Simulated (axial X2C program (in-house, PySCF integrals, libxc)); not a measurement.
# InCl⁺: EOM-EA-CCSD levels

Wanted for InCl⁺: EOM-EA-CCSD levels, at the two-component level.

Program: an in-house X2C program for linear molecules on PySCF integrals. Level of theory: two-component X2C with atomic mean-field terms, In dyall-acv3z, Cl dyall-av3z. These are calculated values, not measurements.

**1. The job**

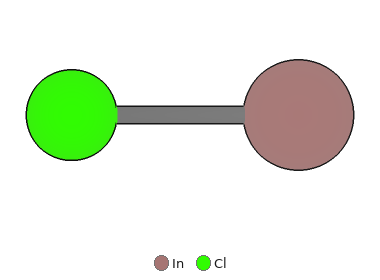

The two atoms at 2.410 Å (indium brown, chlorine green).

Input file task.json:

```json
{
 "zs": [
  49,
  17
 ],
 "q": 1,
 "bas": [
  "dyall-acv3z",
  "dyall-av3z"
 ],
 "r0": 2.41,
 "eom": "ea",
 "thr": -2.0,
 "nmax": 92,
 "grid": [
  1,
  0.96,
  1.045,
  0.92,
  1.09,
  1.15
 ]
}
```

Keys: zs atomic numbers; q charge; bas basis sets; r0 starting distance in Å; eom kind of EOM run; thr threshold in hartree for freezing inner shells (an s shell follows its p shell); nmax most natural virtual spinors; grid distances as factors.

Started as:

```
> python soeom.py task.json out
```

Nuclei are Gaussian, cores are contracted, and the Gaunt term is on.

**2. EOM-EA-CCSD at 2.308 Å**

Reference: the closed shell InCl²⁺; 18 electrons correlated, 84 virtual spinors; roots sought by Ω: 1/2: 5, 3/2: 4, 5/2: 2, 7/2: 1.

Output:

```text
two-component X2C + atomic mean field  HF
basis functions 207  fitting functions 1056  grid points 5079
iter        total energy     max residual
   1      -6335.859432764     3.66e-01
   2      -6335.887500344     7.26e-03
   3      -6335.888415910     9.83e-03
   4      -6335.888557457     1.89e-03
   5      -6335.888578796     3.66e-04
   6      -6335.888583209     4.02e-04
   7      -6335.888583983     9.88e-05
   8      -6335.888584279     6.84e-05
   9      -6335.888584445     7.71e-05
  10      -6335.888584547     4.00e-05
  11      -6335.888584581     1.51e-05
  12      -6335.888584585     3.72e-06
  13      -6335.888584585     8.16e-07
converged
one-electron -9067.48716075  Coulomb 2729.81702576  exact exchange -185.85667621  xc functional 0.00000000  nuclear repulsion 190.98986859  atomic mean-field constant -3.35164197
correlated 18  virtual 292  natural virtual 84  E(MP2) -0.629540923  MP2 remainder -0.145915498
iter   CCSD correlation   residual
   1     -0.466345400   1.45e-01
   2     -0.475469096   7.58e-02
   3     -0.479894658   3.39e-02
   4     -0.479716403   1.16e-02
   5     -0.479715131   3.93e-03
   6     -0.479759124   1.67e-03
   7     -0.479757109   7.67e-04
   8     -0.479757069   4.17e-04
   9     -0.479760457   2.87e-04
  10     -0.479758732   2.46e-04
  11     -0.479759117   2.13e-04
  12     -0.479758825   1.43e-04
  13     -0.479757722   6.43e-05
  14     -0.479758191   2.40e-05
  15     -0.479758134   9.83e-06
  16     -0.479758098   4.20e-06
  17     -0.479758116   2.08e-06
(T) -0.011699315  T1 0.0347  D1 0.0927  max T2 0.140
EOM-EA-CCSD roots
2*Omega      energy/Eh   energy/eV  one-particle weight
    1      -0.61194518    -16.6519      0.964
    1      -0.44164567    -12.0178      0.935
    1      -0.41708153    -11.3494      0.008
    1      -0.38006427    -10.3421      0.321
    1      -0.31415347     -8.5486      0.611
    3      -0.43201961    -11.7559      0.874
    3      -0.41938784    -11.4121      0.029
    3      -0.27009547     -7.3497      0.000
    3      -0.26738445     -7.2759      0.000
    5      -0.26424458     -7.1905      0.000
    5      -0.25788344     -7.0174      0.000
    7      -0.25616912     -6.9707      0.000
```

T1 in the output is the amplitude norm over the root of the electron number; divide by √2 for the Lee–Taylor value.

| Ω | binding energy (eV) | above lowest (cm⁻¹) | spinor | weight |
| --- | --- | --- | --- | --- |
| 1/2 | 16.652 | 0 | 43% In sσ, 26% In pσ, 25% Cl pσ | 0.96 |
| 1/2 | 12.018 | 37380 | 83% In pπ, 7% Cl dπ | 0.93 |
| 3/2 | 11.756 | 39490 | 83% In pπ, 7% Cl dπ | 0.87 |
| 1/2 | 8.549 | 65360 | 52% In pσ, 25% In dσ, 9% Cl pσ | 0.61 |

It took 43 s on 1 thread of Arm Neoverse V1, shared host; peak memory 1 GiB.

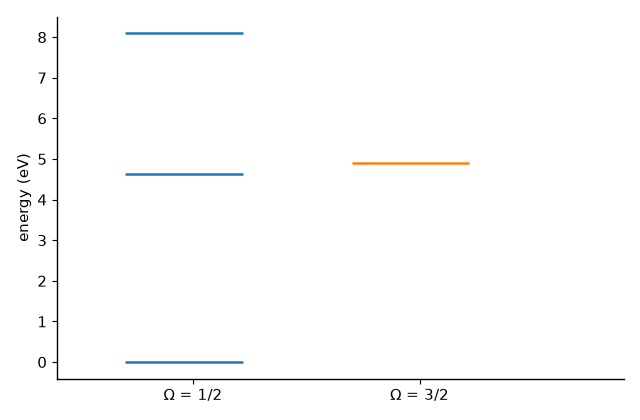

The roots by Ω, from the lowest.

**3. EOM-EA-CCSD at 2.216 Å**

| Ω | binding energy (eV) | above lowest (cm⁻¹) | spinor | weight |
| --- | --- | --- | --- | --- |
| 1/2 | 16.626 | 0 | 44% In sσ, 28% In pσ, 22% Cl pσ | 0.97 |
| 1/2 | 11.972 | 37540 | 81% In pπ, 8% Cl dπ | 0.95 |
| 3/2 | 11.707 | 39680 | 81% In pπ, 8% Cl dπ | 0.95 |

Wall time 70 s (1 thread of Arm Neoverse V1, shared host); peak memory 1.1 GiB.

**4. EOM-EA-CCSD at 2.412 Å**

| Ω | binding energy (eV) | above lowest (cm⁻¹) | spinor | weight |
| --- | --- | --- | --- | --- |
| 1/2 | 16.668 | 0 | 42% In sσ, 30% Cl pσ, 24% In pσ | 0.96 |
| 3/2 | 11.750 | 39670 | 86% In pπ | 0.91 |
| 1/2 | 8.787 | 63570 | 55% In pσ, 21% In dσ, 10% Cl pσ | 0.61 |

Run time: 56 s. Hardware: 1 thread of Arm Neoverse V1, shared host; peak memory 1.1 GiB.

**5. EOM-EA-CCSD at 2.123 Å**

| Ω | binding energy (eV) | above lowest (cm⁻¹) | spinor | weight |
| --- | --- | --- | --- | --- |
| 1/2 | 16.580 | 0 | 44% In sσ, 30% In pσ, 19% Cl pσ | 0.97 |
| 1/2 | 11.906 | 37700 | 78% In pπ, 9% Cl dπ, 6% Cl pπ | 0.96 |
| 3/2 | 11.644 | 39810 | 78% In pπ, 9% Cl dπ, 6% Cl pπ | 0.96 |
| 5/2 | 5.953 | 85710 | 94% In dδ, 6% Cl dδ | 0.92 |

Run time: 30 s. Hardware: 1 thread of Arm Neoverse V1, shared host; peak memory 1.1 GiB.

**6. EOM-EA-CCSD at 2.516 Å**

| Ω | binding energy (eV) | above lowest (cm⁻¹) | spinor | weight |
| --- | --- | --- | --- | --- |
| 1/2 | 16.676 | 0 | 40% In sσ, 35% Cl pσ, 21% In pσ | 0.95 |
| 1/2 | 12.011 | 37630 | 87% In pπ | 0.92 |
| 3/2 | 11.754 | 39700 | 89% In pπ | 0.93 |

Run time: 38 s. Hardware: 1 thread of Arm Neoverse V1, shared host; peak memory 1.1 GiB.

**7. Outcome**

| quantity | value |
| --- | --- |
| lowest root at 2.308 Å | Ω = 1/2, 16.652 eV |
| next root led by one particle | Ω = 1/2, about 37380 cm⁻¹ higher |
| T1 of the reference | 0.025 |

**Reading.** The added electron is bound by 16.65 eV in a spinor of 43% In sσ, 26% In pσ, 25% Cl pσ. Errors of 0.1 to 0.3 eV are usual at this size, and roots led by higher excitations are left out, so the list is incomplete, and low states of that kind can be missing.
